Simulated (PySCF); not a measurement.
**CH$_{5}$Si···CH$_{3}$ (SMILES C[SiH2].[CH3+]) (charge +1, doublet): density, localisation and related maps**

```xyz
11

C     1.4061    0.6368   -0.0855
Si    0.3023   -0.8109    0.1586
C    -1.7046    0.0932   -0.0917
H     2.4347    0.2299    0.0151
H     1.2786    1.4098    0.6864
H     1.3241    1.0759   -1.0907
H     0.0949   -1.3290    1.5331
H     0.1864   -1.8123   -0.9297
H    -2.2504   -0.8455    0.0786
H    -1.6807    0.8308    0.7202
H    -1.6139    0.4577   -1.1227
```

Geometry: PBE0-D3(BJ)/def2-SVP.

Theory: DFT single point, gas phase, functional wB97X (PySCF).

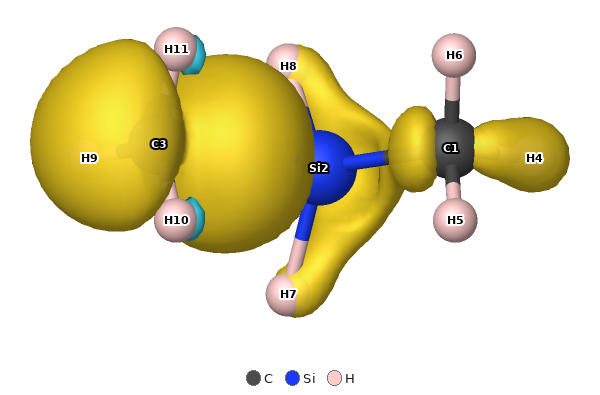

Figure 1. Isosurfaces of the spin density at +0.02 (yellow) and −0.02 e/Å³ (cyan), seen from one side.

> Where is the unpaired spin?

The unpaired spin (1 electron) lies mostly on C3 (about 0.6) and Si2 (about 0.2), in electrons by Hirshfeld's partition.

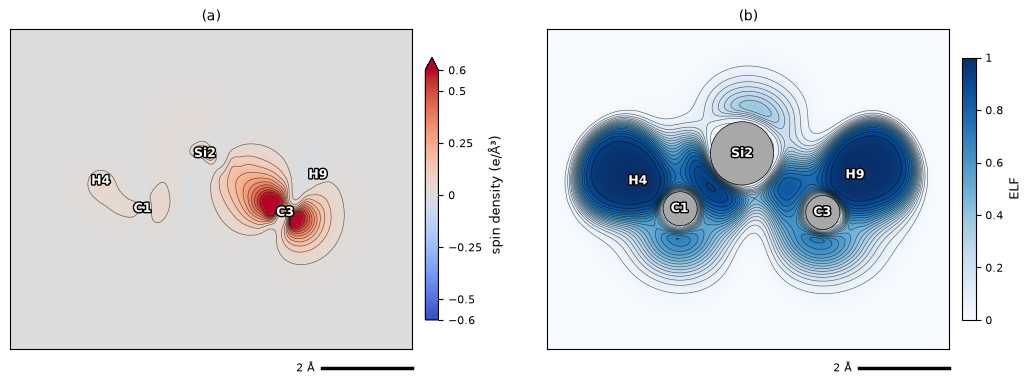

Figure 2. (a) spin density (α minus β); (b) ELF on the plane of atoms Si2, C1 and H4. Grey discs cover the atomic cores in the ELF map.

> Interpret the plot.

The section cuts through C, Si and H sites.
C3···Si2 (2.22 Å): the ELF peaks at about 0.85 between the atoms.
C–Si (1.84 Å): the ELF peaks at about 0.95 between the atoms; a shared electron pair.
C–H (1.11 Å): the ELF climbs to about 1 towards the hydrogen, as it does in any bond to H; an ordinary covalent bond to hydrogen.
